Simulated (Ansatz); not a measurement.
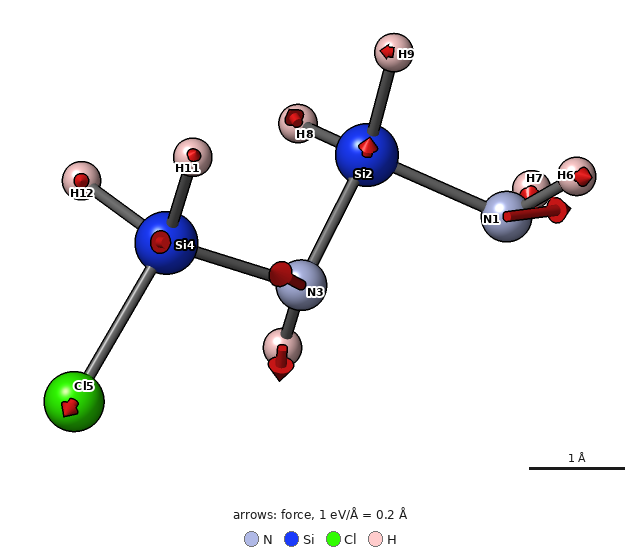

Starting geometry of Si2N2H7Cl with the computed forces as red arrows. Style: ball-and-stick. Shown at a tilt.

The run prepares an end point of a later path (inversion) calculation, from a guessed geometry.

These are results of RKS B3LYP-D4/def2-mTZVP (Ansatz), not measurements.

Input
```yaml
crystal:
  periodic: [false, false, false]
  atoms:
    - { symbol: "N", position_ang: [-0.6924, 1.1912, 1.7971] }
    - { symbol: Si, position_ang: [-0.5653, -0.2001, 0.9229] }
    - { symbol: "N", position_ang: [0.2412, 0.4366, -0.3977] }
    - { symbol: Si, position_ang: [0.8866, -0.8493, -1.3383] }
    - { symbol: Cl, position_ang: [1.6368, -0.1023, -3.0594] }
    - { symbol: H, position_ang: [-0.17976, 1.14649, 2.65061] }
    - { symbol: H, position_ang: [-1.68372, 1.27773, 2.1651] }
    - { symbol: H, position_ang: [-1.8488, -0.6508, 0.4865] }
    - { symbol: H, position_ang: [0.2638, -1.1115, 1.7571] }
    - { symbol: H, position_ang: [-0.3504, 0.9934, -0.9281] }
    - { symbol: H, position_ang: [1.8433, -1.6371, -0.6048] }
    - { symbol: H, position_ang: [-0.3207, -1.6817, -1.7379] }
basis:
  gaussian: { orbitals: def2-mTZVP }
hamiltonian:
  xc: b3lyp
  dispersion: d4
relax:
  f_tol: 0.015
  max_steps: 40
```

Run as
```bash
ansatz run input.yaml --threads 2 --pin off --max-ram 3072MiB --backend cpu --events-out ev --progress --plain --runs-dir out
```

> Is this structure relaxed? If not, where do the atoms go?

It isn't relaxed: the largest force vector, on N1, is 5.21 eV/Å. The final displacements have little in common with the starting forces (cosine between the two patterns 0.01). Cl5 moves most after the best rigid fit: 1.79 Å. Largest moves by element: Cl 1.79 Å, H 1.52 Å, N 1.04 Å, Si 0.27 Å. Near-neighbour distances that change, for instance: Si2–Si4 2.765 → 3.119 Å, Si4–Cl5 2.021 → 2.100 Å, N1–Si2 1.648 → 1.720 Å, Si2–N3 1.673 → 1.744 Å. Among the angles between lasting bonds that change: Si2–N3–Si4 109.2° → 128.7°, N1–Si2–N3 97.7° → 110.5°, Si2–N1–H7 109.0° → 121.2°. Over 17 geometry steps the energy falls by 148.5 kJ/mol. The largest force component goes from 3.6 to 0.012 eV/Å.
